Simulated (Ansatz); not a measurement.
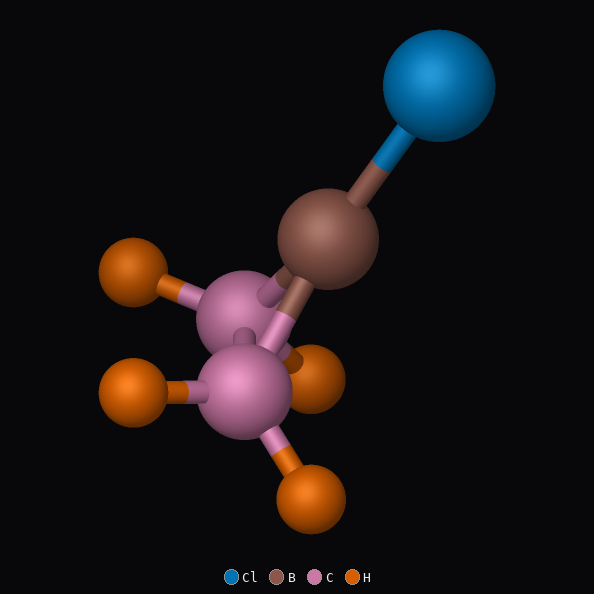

The computed structure is the end point of a PBE-D4/def2-SVP optimisation. No frequency run is at hand to confirm it as a minimum. Level of theory: RKS PBE-D4/def2-SVP (Ansatz 0.2.0).

What does the calculation give?

The species is C₂H₄BCl (`ClB1CC1`).
- dipole moment: 0.72 D
- dispersion correction: −13.3 kJ/mol
